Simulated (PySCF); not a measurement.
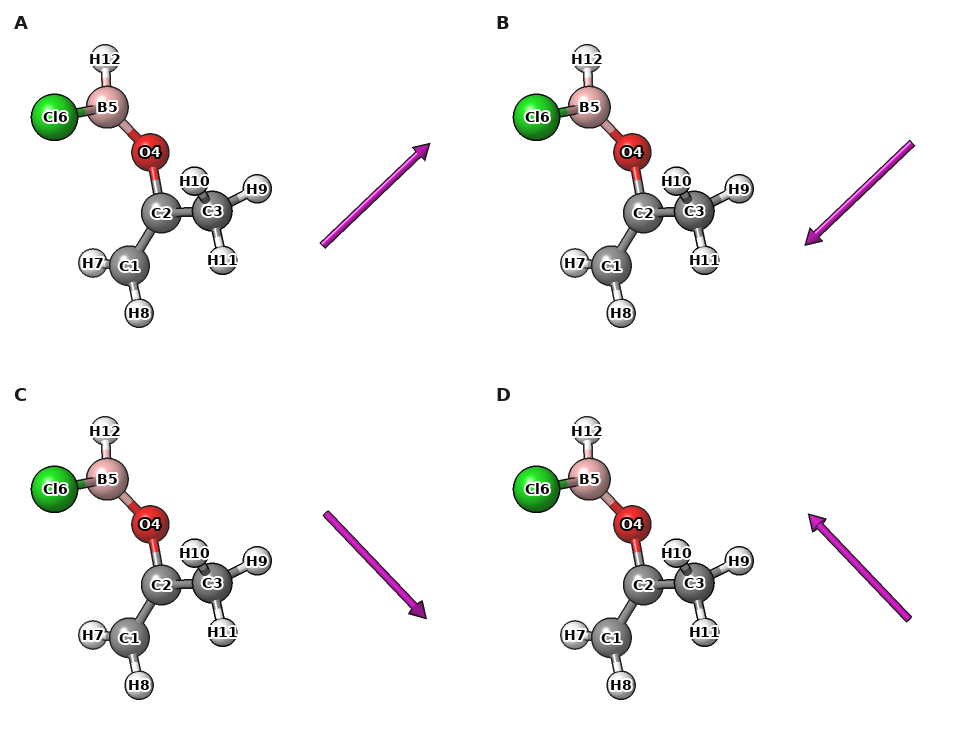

The same molecule four times, each with an arrow. The computed structure is the end point of a GFN2-xTB optimisation. No frequency run is at hand to confirm it as a minimum. Method: CAM-B3LYP/def2-SVPD, gas phase (PySCF 2.14.0).

> Which arrow points along the dipole moment, from the negative to the positive end?

C. The dipole moment is 1.54 D; it points from the side of H12 to the side of H11 (the outermost atoms at the two ends).

The geometry is semi-empirical. Around B such bond lengths and angles can be off by a tenth of an ångström or more and by several degrees, and values that hang on the shape move with them.
